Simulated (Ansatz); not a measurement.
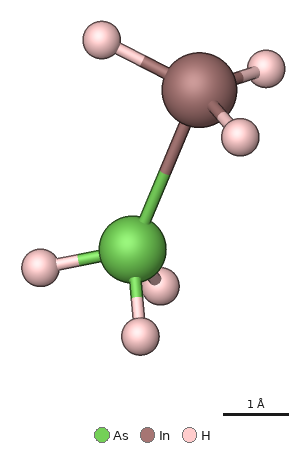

InAsH6, before the relaxation. Style: ball-and-stick. Shown from a free direction.

The start comes from GFN2-xTB.

All numbers below come from Ansatz 0.2.0, RKS PBE0-D4/def2-TZVP.

Input
```yaml
crystal:
  periodic: [false, false, false]
  atoms:
    - {symbol: As, position_ang: [-0.627400, 0.320290, -0.953790]}
    - {symbol: In, position_ang: [0.899800, -0.460510, 1.391840]}
    - {symbol: H, position_ang: [-1.668760, 1.391930, -1.011660]}
    - {symbol: H, position_ang: [-1.512750, -0.588980, -1.743690]}
    - {symbol: H, position_ang: [-0.017650, 0.837510, -2.216480]}
    - {symbol: H, position_ang: [0.149910, 0.655300, 2.439200]}
    - {symbol: H, position_ang: [2.411890, -0.076730, 0.712790]}
    - {symbol: H, position_ang: [0.364960, -2.078820, 1.381800]}
basis:
  gaussian: {orbitals: def2-TZVP}
hamiltonian: {xc: pbe0, dispersion: d4}
relax: {f_tol: 0.005, max_steps: 150}
```

Predict the outcome.

Answer. After 5 geometry steps the energy has fallen by 0.084 eV. The largest force component goes from 0.52 to 0.00097 eV/Å. H3 moves most after the best rigid fit: 0.11 Å. By element the largest moves are H 0.11 Å, As 0.03 Å, In 0.03 Å. Near-neighbour distances that change, for instance: In2–H6 1.704 → 1.730 Å, As1–H4 1.495 → 1.510 Å, As1–H3 1.495 → 1.510 Å. Among the angles between lasting bonds that change: H3–As1–H4 90.2° → 96.2°, In2–As1–H3 126.1° → 120.7°, In2–As1–H4 125.1° → 120.7°. The run took of the order of 50 core-seconds on a shared host.

The structure at the end:

```xyz
8

As   -0.6350    0.3255   -0.9847
In    0.8817   -0.4520    1.3676
H    -1.6664    1.4260   -0.9092
H    -1.5129   -0.6725   -1.7015
H     0.0658    0.8425   -2.2185
H     0.1101    0.6856    2.4176
H     2.4192   -0.0614    0.6782
H     0.3374   -2.0937    1.3504
```

The end point in the same view:

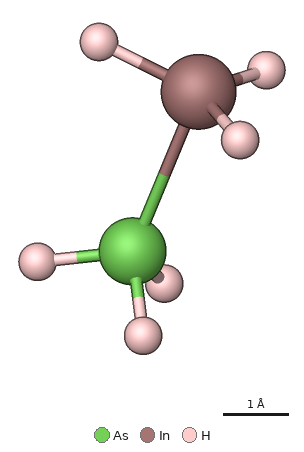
